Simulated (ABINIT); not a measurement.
**A GW chain in ABINIT: KBr (Fm-3m)**

How does a plane-wave GW calculation on KBr (Fm-3m) run from the first input to the gap?

Calculated with ABINIT 10.8.3; PBE and many-body steps on it, plane waves.

## Step 1: The structure

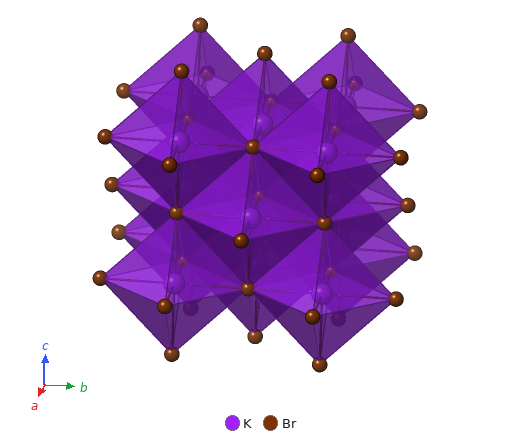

The cell as given, slightly off an axis (potassium purple, bromine brown). This picture shows the conventional cell, with its axes. Some periodic images of atoms are drawn too.

The cell and positions come from the Crystallography Open Database and are kept as given unless a step says otherwise.

## Step 2: Ground state

This step: ABINIT 10.8.3; DFT, PBE with spin-orbit coupling, plane waves, norm-conserving pseudopotentials.

The ground-state density comes first.

Contents of run.abi:

```
acell 3*1.0 Angstrom
rprim 
  0.000000000000 3.300000000000 3.300000000000
  3.300000000000 0.000000000000 3.300000000000
  3.300000000000 3.300000000000 0.000000000000
ntypat 2
znucl 19 35
natom 2
typat 1 2
xred 
  0.000000000000 0.000000000000 0.000000000000
  0.500000000000 0.500000000000 0.500000000000
pp_dirpath "pseudos"
pseudos "K.upf, Br.upf"
ecut 33
nspinor 2
ngkpt 4 4 4
nshiftk 1
shiftk 0 0 0
kptopt 1
chksymbreak 0
nband 26
occopt 1
tolvrs 1e-10
nstep 60
prtwf 0
optforces 0
optstress 0
indata_prefix "in"
outdata_prefix "out"
tmpdata_prefix "tmp"
```

Run with:

```bash
> OMP_NUM_THREADS=1 mpirun -n 4 abinit run.abi > log
```

Numbers of over 12 decimals in the logs are rounded to 6 here.

Log:

```text
.Version 10.8.3 of ABINIT. v10.8.2 released Aug 2026.

 Symmetries : space group Fm -3 m (#225); Bravais cF (face-center cubic)
================================================================================
 Values of the parameters that define the memory need of the present run
     intxc =       0    ionmov =       0      iscf =       7    lmnmax =      16
     lnmax =      16     mgfft =      48  mpssoang =       5    mqgrid =    3001
     natom =       2  nloc_mem =       1    nspden =       1   nspinor =       2
    nsppol =       1      nsym =      48    n1xccc =    2501    ntypat =       2
    occopt =       1   xclevel =       2
-    mband =          26        mffmem =           1         mkmem =           2
       mpw =        4477          nfft =      110592          nkpt =           8
================================================================================
  Rough estimation (10% accuracy) of disk space for files :
================================================================================

--------------------------------------------------------------------------------
------------- Echo of variables that govern the present computation ------------
--------------------------------------------------------------------------------
 -outvars: echo values of preprocessed input variables --------
            acell      1.8897261259E+00  1.8897261259E+00  1.8897261259E+00 Bohr

      chksymbreak           0
             ecut      3.30000000E+01 Hartree
-          fftalg         312

              ixc     -101130
              kpt      0.00000000E+00  0.00000000E+00  0.00000000E+00
                       2.50000000E-01  0.00000000E+00  0.00000000E+00
                       5.00000000E-01  0.00000000E+00  0.00000000E+00
                       2.50000000E-01  2.50000000E-01  0.00000000E+00
                       5.00000000E-01  2.50000000E-01  0.00000000E+00
                      -2.50000000E-01  2.50000000E-01  0.00000000E+00
                       5.00000000E-01  5.00000000E-01  0.00000000E+00
                      -2.50000000E-01  5.00000000E-01  2.50000000E-01
         kptrlatt        4    0    0      0    4    0      0    0    4
          kptrlen      3.52766874E+01
P           mkmem           2
            natom           2
            nband          26
            ngfft          48      48      48
             nkpt           8
          nspinor           2
            nstep          60
             nsym          48
           ntypat           2
              occ      1.000000  1.000000  1.000000  1.000000  1.000000  1.000000
                       1.000000  1.000000  1.000000  1.000000  1.000000  1.000000
                       1.000000  1.000000  1.000000  1.000000  0.000000  0.000000
                       0.000000  0.000000  0.000000  0.000000  0.000000  0.000000
                       0.000000  0.000000
        optforces           0
        optstress           0
            prtwf           0
            rprim      0.0000000000E+00  3.3000000000E+00  3.3000000000E+00
                       3.3000000000E+00  0.0000000000E+00  3.3000000000E+00
                       3.3000000000E+00  3.3000000000E+00  0.0000000000E+00
          spgroup         225

           tolvrs      1.00000000E-10

             xred      0.0000000000E+00  0.0000000000E+00  0.0000000000E+00
                       5.0000000000E-01  5.0000000000E-01  5.0000000000E-01
            znucl       19.00000   35.00000

================================================================================

 chkinp: Checking input parameters for consistency.

================================================================================
== DATASET  1 ==================================================================
-   mpi_nproc: 4, omp_nthreads: 1 (-1 if OMP is not activated)

--- !DatasetInfo
iteration_state: {dtset: 1, }
dimensions: {natom: 2, nkpt: 8, mband: 26, nsppol: 1, nspinor: 2, nspden: 1, mpw: 4477, }
cutoff_energies: {ecut:  33.0, pawecutdg:  -1.0, }
electrons: {nelect:   1.60000000E+01, charge:   0.00000000E+00, occopt:   1.00000000E+00, tsmear:   1.00000000E-02, }

 Real(R)+Recip(G) space primitive vectors, cartesian coordinates (Bohr,Bohr^-1):
 R(1)=  0.0000000  6.2360962  6.2360962  G(1)= -0.0801784  0.0801784  0.0801784
 R(2)=  6.2360962  0.0000000  6.2360962  G(2)=  0.0801784 -0.0801784  0.0801784
 R(3)=  6.2360962  6.2360962  0.0000000  G(3)=  0.0801784  0.0801784 -0.0801784
 Unit cell volume ucvol=  4.8502979E+02 bohr^3
 Angles (23,13,12)=  6.00000000E+01  6.00000000E+01  6.00000000E+01 degrees

 getcut: wavevector=  0.0000  0.0000  0.0000  ngfft=  48  48  48
         ecut(hartree)=     33.000   => boxcut(ratio)=   2.10471

--- Pseudopotential description ------------------------------------------------
- K Generated using ONCVPSP code by D. R. Hamann
- 19.00000   9.00000  180418                  znucl, zion, pspdat
12 -101130 2 -1 2222                          pspcod,pspxc,lmax,lloc,mmax
     nproj     2     3     2     0
     spin-orbit psp
        nprojso     3     4     0
  pspatm : epsatm=    8.42858871
         --- l  ekb(1:nproj) -->
             0    0.806288   10.869902
             1    4.378793    0.553430    0.000047
             2   -3.405517   -1.029007
  spin-orbit 1    0.035097   -0.028470    0.003405
  spin-orbit 2    0.002517    0.000596   -0.000210   -0.000061
 pspatm: atomic psp has been read  and splines computed

- Br Generated using ONCVPSP code by D. R. Hamann
- 35.00000   7.00000  180423                  znucl, zion, pspdat
12 -101130 2 -1 1110                          pspcod,pspxc,lmax,lloc,mmax
     nproj     2     3     3     0
     spin-orbit psp
        nprojso     4     4     0
  pspatm : epsatm=   11.65225461
         --- l  ekb(1:nproj) -->
             0    0.878030    8.455347
             1    5.296960    0.884184    0.010490
             2    2.601663    0.386433    0.000588
  spin-orbit 1    0.408712   -0.253934    0.061012   -0.000372
  spin-orbit 2    0.108928   -0.011508    0.005488   -0.000068
 pspatm: atomic psp has been read  and splines computed

   3.21293493E+02                                ecore*ucvol(ha*bohr**3)
--------------------------------------------------------------------------------

_setup2: Arith. and geom. avg. npw (full set) are    4386.516    4386.488

================================================================================

--- !BeginCycle
iteration_state: {dtset: 1, }
solver: {iscf: 7, nstep: 60, nline: 4, wfoptalg: 0, }
tolerances: {tolvrs: 1.00E-10, }

     iter   Etot(hartree)      deltaE(h)  residm     vres2
 ETOT  1  -45.893710013655    -4.589E+01 2.661E-02 1.166E+02
 ETOT  2  -45.916944849283    -2.323E-02 1.279E-02 5.637E+00
 ETOT  3  -45.917334966534    -3.901E-04 4.354E-03 7.070E-01
 ETOT  4  -45.917346703909    -1.174E-05 1.862E-03 6.477E-02
 ETOT  5  -45.917347875326    -1.171E-06 1.470E-03 2.599E-04
 ETOT  6  -45.917347887723    -1.240E-08 2.075E-03 1.236E-05
 ETOT  7  -45.917347888533    -8.102E-10 1.072E-03 5.895E-07
 ETOT  8  -45.917347888553    -2.017E-11 6.657E-04 6.208E-08
 ETOT  9  -45.917347888558    -4.881E-12 2.768E-04 1.229E-09
 ETOT 10  -45.917347888559    -7.319E-13 2.167E-04 1.379E-11

 At SCF step   10       vres2   =  1.38E-11 < tolvrs=  1.00E-10 =>converged.

--- !ResultsGS
iteration_state: {dtset: 1, }
comment   : Summary of ground state results
lattice_vectors:
- [  0.0000000,   6.2360962,   6.2360962, ]
- [  6.2360962,   0.0000000,   6.2360962, ]
- [  6.2360962,   6.2360962,   0.0000000, ]
lattice_lengths: [   8.81917,    8.81917,    8.81917, ]
lattice_angles: [ 60.000,  60.000,  60.000, ] # degrees, (23, 13, 12)
lattice_volume:   4.8502979E+02
convergence: {deltae: -7.319E-13, res2:  1.379E-11, residm:  2.167E-04, diffor:  0.000E+00, }
etotal    :  -4.59173479E+01
entropy   :   0.00000000E+00
fermie    :   5.63787444E-03
cartesian_stress_tensor: null
pressure_GPa: null
xred      :
- [  0.0000E+00,   0.0000E+00,   0.0000E+00,  K]
- [  5.0000E-01,   5.0000E-01,   5.0000E-01, Br]
cartesian_forces: null
force_length_stats: {min: null, max: null, mean: null, }

 Integrated electronic density in atomic spheres:
 ------------------------------------------------
 Atom  Sphere_radius  Integrated_density
    1        2.00000          6.94457766
    2        2.00000          4.26090112
================================================================================

 ----iterations are completed or convergence reached----

 Mean square residual over all n,k,spin=   38.441E-07; max=  21.671E-05
 reduced coordinates (array xred) for    2 atoms
       0.000000000000      0.000000000000      0.000000000000
       0.500000000000      0.500000000000      0.500000000000
 rms dE/dt=  0.0000E+00; max dE/dt=  0.0000E+00; dE/dt below (all hartree)
    1       0.000000000000      0.000000000000      0.000000000000
    2       0.000000000000      0.000000000000      0.000000000000

 cartesian coordinates (angstrom) at end:
    1      0.000000     0.000000     0.000000
    2      3.300000     3.300000     3.300000
 length scales=  1.889726125908  1.889726125908  1.889726125908 bohr
              =  1.000000000000  1.000000000000  1.000000000000 angstroms
 prteigrs : about to open file out_EIG
 Fermi (or HOMO) energy (hartree) =   0.00564   Average Vxc (hartree)=  -0.27534
 Eigenvalues (hartree) for nkpt=   8  k points:
 kpt#   1, nband= 26, wtk=  0.01563, kpt=  0.0000  0.0000  0.0000 (reduced coord)
  -1.02102   -1.02102   -0.45187   -0.45187   -0.42038   -0.42038   -0.41061   -0.41061
  -0.41061   -0.41061   -0.01254   -0.01254    0.00564    0.00564    0.00564    0.00564
   0.16272    0.16272    0.27915    0.27915    0.27915    0.27915    0.27935    0.27935
   0.30931    0.30931
 prteigrs : prtvol=0 or 1, do not print more k-points.

--- !EnergyTerms
iteration_state     : {dtset: 1, }
comment             : Components of total free energy in Hartree
kinetic             :  1.47097427112133E+01
hartree             :  9.63928031572023E+00
xc                  : -1.16301295328079E+01
Ewald energy        : -2.93989375638298E+01
psp_core            :  6.62420116848652E-01
local_psp           : -3.62918182853333E+01
non_local_psp       :  6.39209434962969E+00
total_energy        : -4.59173478885590E+01
total_energy_eV     : -1.24947468878666E+03
band_energy         : -5.54041744607009E+00

== END DATASET(S) ==============================================================
================================================================================

 -outvars: echo values of variables after computation  --------
           etotal     -4.5917347889E+01
            nband          26
             nkpt           8
          spgroup         225
 [... the other variables as echoed above ...]

 Calculation completed.
```

Wall time 25 s (4 MPI ranks of Arm Neoverse V1, shared host); peak memory 0.4 GiB.

This step gave:

| Property | Result |
| --- | --- |
| total energy | -1249.4747 eV |
| gap | 4.274 eV |
| k of the valence top | 0, 0, 0 |
| k of the conduction bottom | 0, 0, 0 |
| least direct gap | 4.274 eV |

The gap is direct, at Γ.

## Step 3: Bands along the symmetry lines

The cheap functional maps the bands first; the places of the edges decide which points the dearer methods must see.

Contents of run.abi:

```
acell 3*1.0 Angstrom
rprim 
  0.000000000000 3.300000000000 3.300000000000
  3.300000000000 0.000000000000 3.300000000000
  3.300000000000 3.300000000000 0.000000000000
ntypat 2
znucl 19 35
natom 2
typat 1 2
xred 
  0.000000000000 0.000000000000 0.000000000000
  0.500000000000 0.500000000000 0.500000000000
pp_dirpath "pseudos"
pseudos "K.upf, Br.upf"
ecut 33
nspinor 2
iscf -2
irdden 1
kptopt 0
nkpt 26
kpt 
  0.00000000 0.00000000 0.00000000
  0.12500000 0.00000000 0.12500000
  0.25000000 0.00000000 0.25000000
  0.37500000 0.00000000 0.37500000
  0.50000000 0.00000000 0.50000000
  0.53125000 0.06250000 0.53125000
  0.56250000 0.12500000 0.56250000
  0.59375000 0.18750000 0.59375000
  0.62500000 0.25000000 0.62500000
  0.37500000 0.37500000 0.75000000
  0.28125000 0.28125000 0.56250000
  0.18750000 0.18750000 0.37500000
  0.09375000 0.09375000 0.18750000
  0.00000000 0.00000000 0.00000000
  0.12500000 0.12500000 0.12500000
  0.25000000 0.25000000 0.25000000
  0.37500000 0.37500000 0.37500000
  0.50000000 0.50000000 0.50000000
  0.50000000 0.43750000 0.56250000
  0.50000000 0.37500000 0.62500000
  0.50000000 0.31250000 0.68750000
  0.50000000 0.25000000 0.75000000
  0.50000000 0.18750000 0.68750000
  0.50000000 0.12500000 0.62500000
  0.50000000 0.06250000 0.56250000
  0.50000000 0.00000000 0.50000000
istwfk *1
nband 32
nbdbuf 6
tolwfr 1e-08
nstep 40
prtwf 0
prtvol 0
indata_prefix "in"
outdata_prefix "out"
tmpdata_prefix "tmp"
```

Log:

```text
.Version 10.8.3 of ABINIT. v10.8.2 released Aug 2026.

 Symmetries : space group Fm -3 m (#225); Bravais cF (face-center cubic)
[... echo of the input left out ...]
== DATASET  1 ==================================================================
-   mpi_nproc: 4, omp_nthreads: 1 (-1 if OMP is not activated)

--- !DatasetInfo
iteration_state: {dtset: 1, }
dimensions: {natom: 2, nkpt: 26, mband: 32, nsppol: 1, nspinor: 2, nspden: 1, mpw: 4477, }
cutoff_energies: {ecut:  33.0, pawecutdg:  -1.0, }
electrons: {nelect:   1.60000000E+01, charge:   0.00000000E+00, occopt:   1.00000000E+00, tsmear:   1.00000000E-02, }

 Real(R)+Recip(G) space primitive vectors, cartesian coordinates (Bohr,Bohr^-1):
 R(1)=  0.0000000  6.2360962  6.2360962  G(1)= -0.0801784  0.0801784  0.0801784
 R(2)=  6.2360962  0.0000000  6.2360962  G(2)=  0.0801784 -0.0801784  0.0801784
 R(3)=  6.2360962  6.2360962  0.0000000  G(3)=  0.0801784  0.0801784 -0.0801784
 Unit cell volume ucvol=  4.8502979E+02 bohr^3
 Angles (23,13,12)=  6.00000000E+01  6.00000000E+01  6.00000000E+01 degrees

 getcut: wavevector=  0.0000  0.0000  0.0000  ngfft=  48  48  48
         ecut(hartree)=     33.000   => boxcut(ratio)=   2.10471

--- Pseudopotential description ------------------------------------------------
- K Generated using ONCVPSP code by D. R. Hamann
- 19.00000   9.00000  180418                  znucl, zion, pspdat
12 -101130 2 -1 2222                          pspcod,pspxc,lmax,lloc,mmax
     nproj     2     3     2     0
     spin-orbit psp
        nprojso     3     4     0
  pspatm : epsatm=    8.42858871
         --- l  ekb(1:nproj) -->
             0    0.806288   10.869902
             1    4.378793    0.553430    0.000047
             2   -3.405517   -1.029007
  spin-orbit 1    0.035097   -0.028470    0.003405
  spin-orbit 2    0.002517    0.000596   -0.000210   -0.000061
 pspatm: atomic psp has been read  and splines computed

- Br Generated using ONCVPSP code by D. R. Hamann
- 35.00000   7.00000  180423                  znucl, zion, pspdat
12 -101130 2 -1 1110                          pspcod,pspxc,lmax,lloc,mmax
     nproj     2     3     3     0
     spin-orbit psp
        nprojso     4     4     0
  pspatm : epsatm=   11.65225461
         --- l  ekb(1:nproj) -->
             0    0.878030    8.455347
             1    5.296960    0.884184    0.010490
             2    2.601663    0.386433    0.000588
  spin-orbit 1    0.408712   -0.253934    0.061012   -0.000372
  spin-orbit 2    0.108928   -0.011508    0.005488   -0.000068
 pspatm: atomic psp has been read  and splines computed

--------------------------------------------------------------------------------

================================================================================
 prteigrs : about to open file out_EIG
 Non-SCF case, kpt    1 (  0.00000  0.00000  0.00000), residuals and eigenvalues=
[...]
5.0732E-01  5.0780E-01
 Non-SCF case, kpt    3 (  0.25000  0.00000  0.25000), residuals and eigenvalues=
[...]
4.6659E-01  4.6733E-01
[...]
Non-SCF case, kpt   25 (  0.50000  0.06250  0.56250), residuals and eigenvalues=
[...]
4.6251E-01  4.6488E-01
 Non-SCF case, kpt   26 (  0.50000  0.00000  0.50000), residuals and eigenvalues=
[...]
2.6438E-01  2.6438E-01  3.4340E-01  3.4340E-01  3.4891E-01  3.4891E-01
  3.5449E-01  3.5449E-01  3.9329E-01  3.9329E-01  3.9346E-01  3.9346E-01
  4.6785E-01  4.6847E-01

--- !ResultsGS
iteration_state: {dtset: 1, }
comment   : Summary of ground state results
lattice_vectors:
- [  0.0000000,   6.2360962,   6.2360962, ]
- [  6.2360962,   0.0000000,   6.2360962, ]
- [  6.2360962,   6.2360962,   0.0000000, ]
lattice_lengths: [   8.81917,    8.81917,    8.81917, ]
lattice_angles: [ 60.000,  60.000,  60.000, ] # degrees, (23, 13, 12)
lattice_volume:   4.8502979E+02
convergence: {deltae:  0.000E+00, res2:  0.000E+00, residm:  9.983E-09, diffor:  0.000E+00, }
etotal    :  -4.59173479E+01
entropy   :   0.00000000E+00
fermie    :   5.63787444E-03
cartesian_stress_tensor: null
pressure_GPa: null
xred      :
- [  0.0000E+00,   0.0000E+00,   0.0000E+00,  K]
- [  5.0000E-01,   5.0000E-01,   5.0000E-01, Br]
cartesian_forces: null
force_length_stats: {min: null, max: null, mean: null, }

 Integrated electronic density in atomic spheres:
 ------------------------------------------------
 Atom  Sphere_radius  Integrated_density
    1        2.00000          6.94457766
    2        2.00000          4.26090112
================================================================================

 ----iterations are completed or convergence reached----

 Mean square residual over all n,k,spin=   59.209E-10; max=  99.832E-10
 reduced coordinates (array xred) for    2 atoms
       0.000000000000      0.000000000000      0.000000000000
       0.500000000000      0.500000000000      0.500000000000

 cartesian coordinates (angstrom) at end:
    1      0.000000     0.000000     0.000000
    2      3.300000     3.300000     3.300000
 length scales=  1.889726125908  1.889726125908  1.889726125908 bohr
              =  1.000000000000  1.000000000000  1.000000000000 angstroms
 prteigrs : about to open file out_EIG
 Eigenvalues (hartree) for nkpt=  26  k points:
 kpt#   1, nband= 32, wtk=  1.00000, kpt=  0.0000  0.0000  0.0000 (reduced coord)
[...]
kpt#   2, nband= 32, wtk=  1.00000, kpt=  0.1250  0.0000  0.1250 (reduced coord)
[...]
kpt#   3, nband= 32, wtk=  1.00000, kpt=  0.2500  0.0000  0.2500 (reduced coord)
[...]
kpt#  25, nband= 32, wtk=  1.00000, kpt=  0.5000  0.0625  0.5625 (reduced coord)
[...]
kpt#  26, nband= 32, wtk=  1.00000, kpt=  0.5000  0.0000  0.5000 (reduced coord)
[...]
0.21534    0.21534    0.26438    0.26438    0.34340    0.34340    0.34891    0.34891
   0.35449    0.35449    0.39329    0.39329    0.39346    0.39346    0.46785    0.46847

== END DATASET(S) ==============================================================
================================================================================

 -outvars: echo values of variables after computation  --------
            nband          32
             nkpt          26
          spgroup         225
 [... the other variables as echoed above ...]

 Calculation completed.
```

Run time: 68 s. Hardware: 4 MPI ranks; peak memory 0.39 GiB.

This step gave:

- gap: 4.274 eV
- k of the valence top: 0, 0, 0
- k of the conduction bottom: 0, 0, 0
- least direct gap: 4.274 eV

The gap is 4.274 eV, as in the run before at this level.

The electronic bands at the labelled points (eV, zero at the top of the highest filled band; v1 is the highest filled band, c1 the lowest empty one):

```csv
point,v4,v3,v2,v1,c1,c2,c3,c4
Γ,0.00,0.00,0.00,0.00,4.27,4.27,7.44,7.44
X,-0.52,-0.52,-0.30,-0.30,5.71,5.71,7.04,7.04
U,-0.70,-0.70,-0.42,-0.42,6.43,6.43,7.99,7.99
jump to K,-0.70,-0.70,-0.42,-0.42,6.43,6.43,7.99,7.99
Γ,0.00,0.00,0.00,0.00,4.27,4.27,7.44,7.44
L,-0.60,-0.60,-0.35,-0.35,6.43,6.43,8.07,8.07
W,-0.62,-0.62,-0.57,-0.57,7.20,7.20,7.25,7.25
X,-0.52,-0.52,-0.30,-0.30,5.71,5.71,7.04,7.04
```

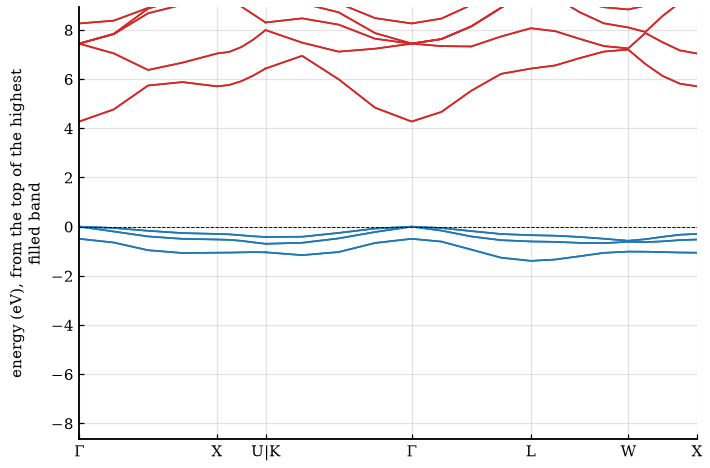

Electronic bands along the path; lines of filled and empty bands in two colours.

[end of part 1 of 2]

[Paths, hosts, dates, memory and timing lines, banners, echoed tables and standing remarks are left out of the program output.]

[Logs are printed without paths, hosts, clocks, repeated set-up lines and the standing remarks that a program may print on its own settings, such as how far it seeks lower states.]

[Runs of the session that timed out or met a known fault of the program may be left out.]

[Hosts, paths, dates, database ids (printed as entryN), source tags and the programs' standing remarks are cut or masked in the printed files.]

[G0W0 gaps are taken among the corrected bands and points alone; a level outside them can change the order at an edge.]

[Where Ansatz stands beside ABINIT at settings called matched, ABINIT's density can come from a denser mesh and the files from another edition; pairs whose starting gaps differed by over 0.03 eV were left out, so agreement reads better than it is.]
